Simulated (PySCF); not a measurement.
**C$_{5}$H$_{11}$Al: NMR shielding calculation**

C$_{5}$H$_{11}$Al, computed with GIAO PBE0/pcSseg-1 NMR shielding, non-relativistic, gas phase (PySCF 2.14.0).

The geometry comes from this level: PBE0-D3(BJ)/def2-SVP. It belongs to a series of runs on one base structure; here: constitutional isomer. Figures and captions count atoms from 1; the log counts them from 0 in places.

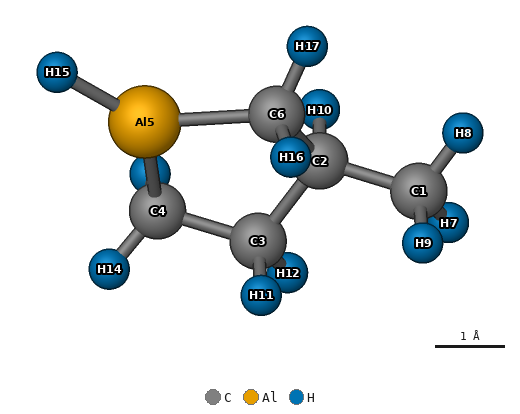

*The structure as given in the input (ball-and-stick view, seen at a tilt; atoms are numbered from 1 in the order of the input). Sticks mark near contacts.*

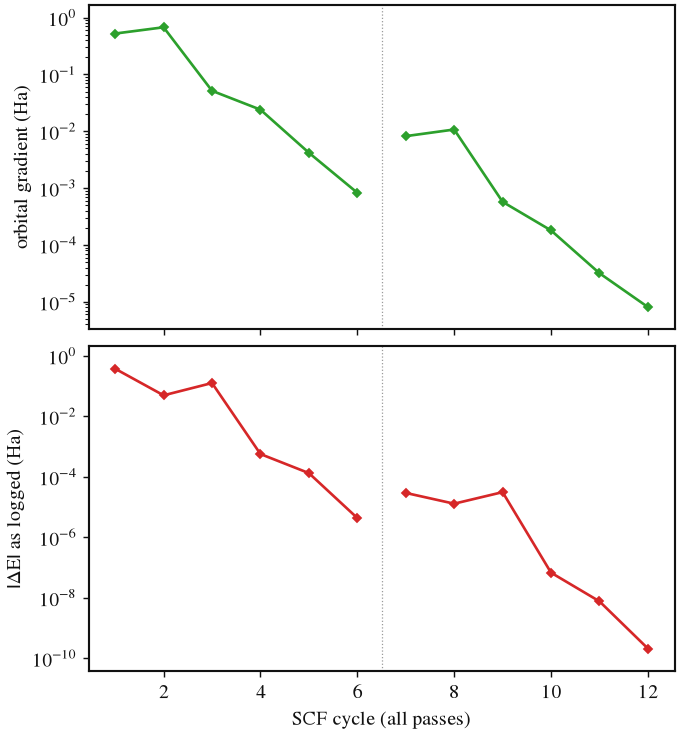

*Convergence of the self-consistent field: orbital gradient and size of the energy change against the SCF cycle. The dotted line marks the change from a coarse to the final integration grid.*

The first 6 cycles use a coarse grid, the final grid takes over at cycle 7, and the field converges after 12 cycles in all.

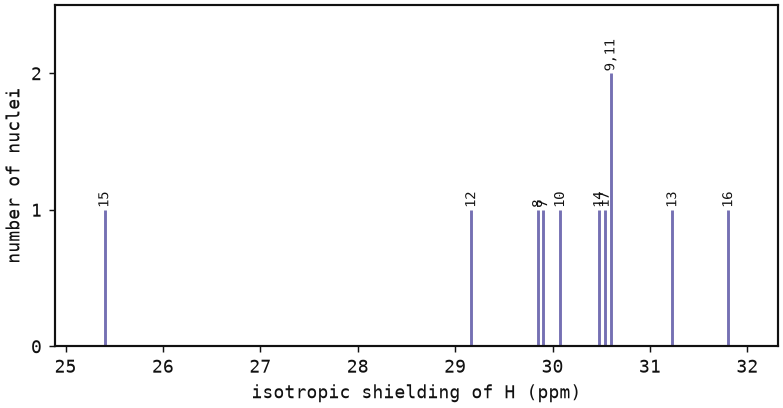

*Isotropic shieldings of the hydrogen nuclei in this fixed geometry, labelled by atom number; shielding grows to the right, so chemical shift grows to the left.*

The least shielded is H15 (25.4 ppm), the most shielded H16 (31.8 ppm).

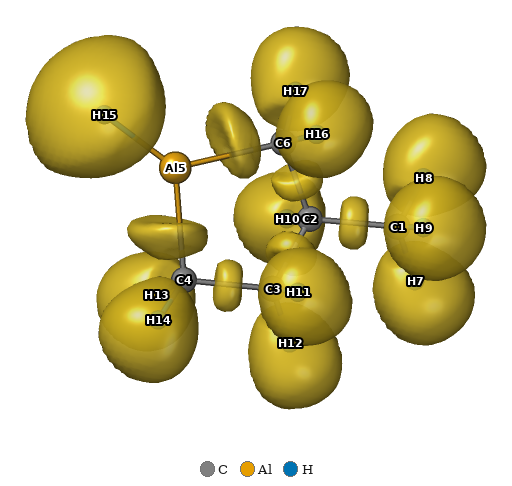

*Isosurface of the ELF at 0.8 (yellow), seen at a tilt. Only the valence region is drawn (cores and ρ < 0.01 e/Å³ removed).*

Along the contacts the grid gives the following.

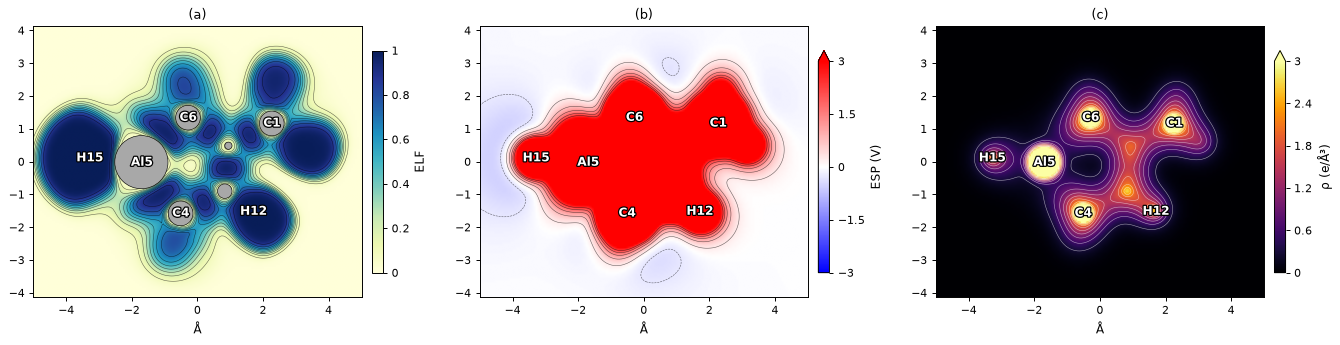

*(a) ELF; (b) electrostatic potential; (c) total electron density on the plane of atoms C6, Al5 and H15. Grey discs, where drawn, cover atomic cores.*

Atoms in the plane: C, Al and H. Al–H (1.59 Å): ρ at the midpoint is about 0.53 e/Å³; the ELF climbs to about 1 towards the hydrogen, as it does in any bond to H.

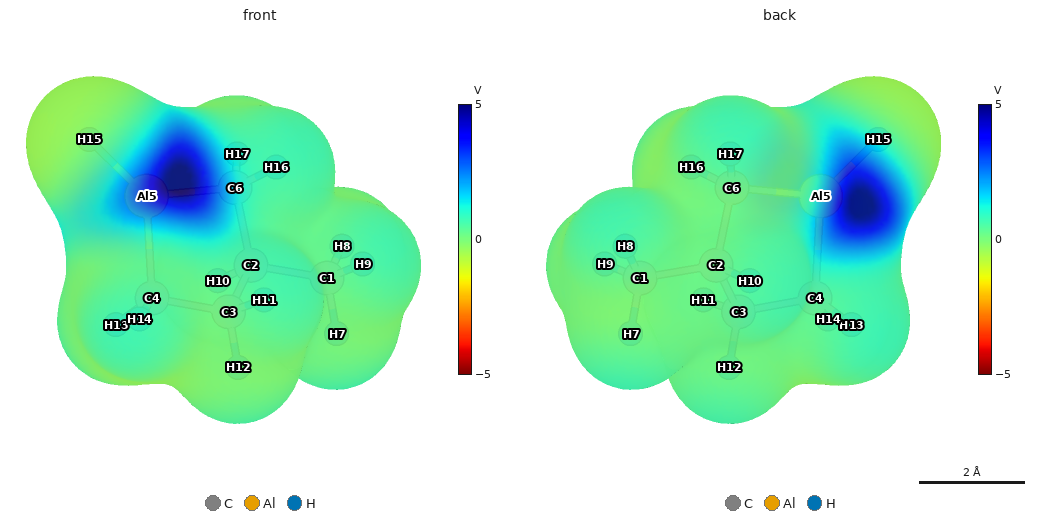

*The molecular electrostatic potential painted on the density surface at 0.004 e/bohr³, seen at a tilt and from behind; the colour scale runs from red (negative) to blue (positive).*

These pictures come from the run below.

## Input
```
{"job": {"kind": "nmr", "xc": "PBE0", "basis": "pcSseg-1"}, "charge": 0, "multiplicity": 1}
C     -2.042524    -0.255052    -0.422707
C     -0.530379    -0.125843    -0.542292
C      0.005893     1.082274     0.250804
C      1.537101     1.199615     0.148047
Al     2.041295    -0.702337     0.154326
C      0.226356    -1.404594    -0.121247
H     -2.558178     0.660266    -0.756564
H     -2.421083    -1.095970    -1.023798
H     -2.332487    -0.438942     0.625597
H     -0.292196     0.066438    -1.607914
H     -0.282789     0.943854     1.310749
H     -0.508427     2.001543    -0.081674
H      1.820521     1.643770    -0.826565
H      1.968908     1.862693     0.913758
H      3.449386    -1.429494     0.317621
H     -0.172386    -1.758932     0.852058
H      0.075610    -2.237697    -0.825986
```

The first line tells a small driver script what to run in PySCF; the rest is the geometry in Å.

Launch command:
```bash
OMP_NUM_THREADS=1 python <driver script> task.json out
```

## What the program printed
```
coarse grid: 13880 points
cycle   1  E = -439.0664699375  dE =  3.750e-01  |g| = 5.247e-01  |ddm| = 3.538e+00
cycle   2  E = -439.0169527454  dE =  4.952e-02  |g| = 6.763e-01  |ddm| = 1.120e+00
cycle   3  E = -439.1433726467  dE = -1.264e-01  |g| = 5.158e-02  |ddm| = 6.992e-01
cycle   4  E = -439.1439395079  dE = -5.669e-04  |g| = 2.403e-02  |ddm| = 7.476e-02
cycle   5  E = -439.1440722250  dE = -1.327e-04  |g| = 4.195e-03  |ddm| = 2.114e-02
cycle   6  E = -439.1440765696  dE = -4.345e-06  |g| = 8.289e-04  |ddm| = 4.569e-03
final grid: 127024 points
cycle   7  E = -439.1810330201  dE = -2.936e-05  |g| = 8.214e-03  |ddm| = 2.754e-02
cycle   8  E = -439.1810200953  dE =  1.292e-05  |g| = 1.075e-02  |ddm| = 1.734e-02
cycle   9  E = -439.1810512468  dE = -3.115e-05  |g| = 5.741e-04  |ddm| = 1.014e-02
cycle  10  E = -439.1810513145  dE = -6.768e-08  |g| = 1.803e-04  |ddm| = 6.394e-04
cycle  11  E = -439.1810513221  dE = -7.621e-09  |g| = 3.183e-05  |ddm| = 1.595e-04
cycle  12  E = -439.1810513223  dE = -2.102e-10  |g| = 8.079e-06  |ddm| = 3.802e-05
converged SCF energy = -439.1810513223

GIAO shielding tensors (ppm)
atom      isotropic    diamagn.    paramagn.     s11        s22        s33       span
  0 C      156.801     245.068     -88.267    139.759    145.755    184.889     45.129
  1 C      145.942     247.787    -101.845    136.472    142.572    158.782     22.310
  2 C      145.626     248.540    -102.914    127.531    142.992    166.356     38.825
  3 C      169.857     249.380     -79.523    156.977    167.703    184.891     27.914
  4 Al     238.335     795.375    -557.040    183.135    213.090    318.779    135.644
  5 C      162.282     249.628     -87.346    150.846    153.496    182.504     31.658
  6 H       29.905      29.230       0.675     25.294     27.544     36.876     11.582
  7 H       29.853      29.009       0.844     25.500     27.621     36.440     10.940
  8 H       30.592      29.825       0.767     27.549     28.438     35.790      8.241
  9 H       30.079      32.772      -2.694     27.008     28.136     35.092      8.085
 10 H       30.600      32.239      -1.640     26.084     30.455     35.260      9.176
 11 H       29.166      31.569      -2.403     23.687     29.083     34.728     11.041
 12 H       31.231      29.822       1.409     26.312     28.859     38.521     12.209
 13 H       30.480      29.176       1.304     25.595     28.251     37.593     11.999
 14 H       25.400      27.869      -2.469     22.688     23.230     30.283      7.595
 15 H       31.805      30.904       0.900     27.784     29.727     37.903     10.119
 16 H       30.538      30.465       0.073     26.304     28.519     36.790     10.486
```

## Summary

```json
{"quantity": "outcome", "value": "converged"}
{"quantity": "total energy", "value": "−439.181051 hartree"}
{"quantity": "HOMO", "value": "−7.04 eV"}
{"quantity": "LUMO", "value": "−1.02 eV"}
{"quantity": "dipole moment", "value": "0.08 D"}
{"quantity": "isotropic shielding, C", "value": "145.6 to 169.9 ppm"}
{"quantity": "isotropic shielding, Al", "value": "238.3 ppm"}
{"quantity": "isotropic shielding, H", "value": "25.4 to 31.8 ppm"}
{"quantity": "hardware", "value": "1 CPU thread, shared host"}
{"quantity": "wall time", "value": "99 s"}
{"quantity": "peak memory", "value": "0.77 GiB"}
```
